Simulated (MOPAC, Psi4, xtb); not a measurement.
Two rigid molecules brought together: C2H6O ··· COS (SMILES COC and O=C=S). Monomers: optimised at B3LYP-D3(BJ) (def2-TZVP), held rigid. Orientation: lowest of the rigid-body minima from ten starts at GFN2-xTB. The monomers approach along the line of their centres of mass (distance R); nothing else relaxes.

Geometry at R = 3.31 Å (first 9 atoms: monomer A):
```
12

C      1.1726     0.0050     0.0049
O      0.0372    -0.7716    -0.3009
C     -1.1685    -0.0908    -0.0384
H      1.2012     0.9269    -0.5914
H      2.0512    -0.5952    -0.2266
H      1.1967     0.2799     1.0680
H     -1.2509     0.8258    -0.6378
H     -1.2536     0.1809     1.0223
H     -1.9860    -0.7610    -0.3000
O      1.6251    -2.2182    -2.3753
C      0.5149    -2.1718    -2.6923
S     -0.9860    -2.1091    -3.1209
```

Computed with: SCS-MP2/aug-cc-pVDZ = DF-SCS-MP2/aug-cc-pVDZ, frozen core, counterpoise-corrected run with Psi4 1.11; SAPT0/jun-cc-pVDZ, frozen core (Psi4); B3LYP/def2-TZVP, counterpoise-corrected (Psi4); AM1, restricted, heats of formation (MOPAC); GFN1-xTB (xtb).

Interaction energies in kJ/mol (negative: bound); R is the distance of the centres of mass, d the H5···O10 distance.

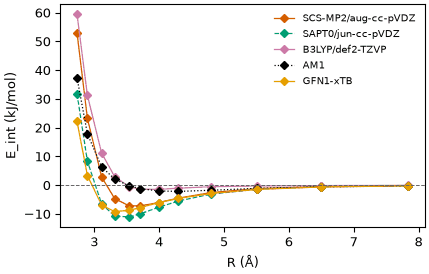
Figure. Interaction energy against separation.

```
R / Å  d / Å  SCS-MP2/aug-cc-pVDZ  SAPT0/jun-cc-pVDZ  B3LYP/def2-TZVP    AM1  GFN1-xTB
-----  -----  -------------------  -----------------  ---------------  -----  --------
2.73    2.16                53.01              31.85            59.52  37.39     22.21
2.89    2.31                23.24               8.33            31.27  17.87      3.38
3.11    2.53                 2.84              -6.48            11.15   6.38     -6.91
3.31    2.73                -4.62             -10.73             3.04   2.15     -9.14
3.53    2.94                -7.12             -11.01            -0.48  -0.17     -8.73
3.70    3.11                -7.20              -9.97            -1.36  -1.16     -7.78
3.99    3.40                -6.00              -7.65            -1.43  -1.98     -6.06
4.29    3.70                -4.47              -5.49            -1.02  -2.13     -4.60
4.80    4.20                -2.52              -3.05            -0.50  -1.74     -2.85
5.51    4.91                -1.14              -1.39            -0.25  -1.08     -1.45
6.49    5.89                -0.43              -0.53            -0.12  -0.55     -0.59
7.84    7.23                -0.13              -0.16            -0.03  -0.25     -0.19
```

Lowest grid point: SCS-MP2/aug-cc-pVDZ -7.20 kJ/mol at R = 3.70 Å; SAPT0/jun-cc-pVDZ -11.01 kJ/mol at R = 3.53 Å; B3LYP/def2-TZVP -1.43 kJ/mol at R = 3.99 Å; AM1 -2.13 kJ/mol at R = 4.29 Å; GFN1-xTB -9.14 kJ/mol at R = 3.31 Å.
